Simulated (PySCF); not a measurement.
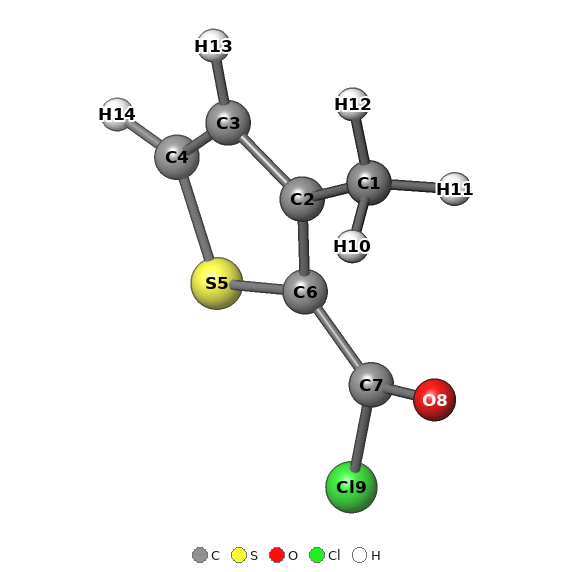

The computed structure is the end point of a GFN2-xTB optimisation. No frequency run is at hand to confirm it as a minimum. Electric field gradients from the ground-state density, PBE0/pcSseg-1 (PySCF 2.14.0), non-relativistic apart from any core potentials.

Give the largest field-gradient component, the quadrupole coupling constant and the asymmetry for 33S at S5 (Q = −67.81 mb), 17O at O8 (Q = −25.6 mb), 35Cl at Cl9 (Q = −81.7 mb), 2H at H10 (Q = 2.86 mb), 2H at H12 (Q = 2.86 mb).

| atom | V_zz (a.u.) | e²qQ/h (MHz) | η |
| --- | --- | --- | --- |
| S5 | 1.840 | −29.3 | 0.53 |
| O8 | −1.487 | 8.94 | 0.25 |
| Cl9 | 3.233 | −62.1 | 0.20 |
| H10 | 0.309 | 0.208 | 0.04 |
| H12 | 0.314 | 0.211 | 0.04 |
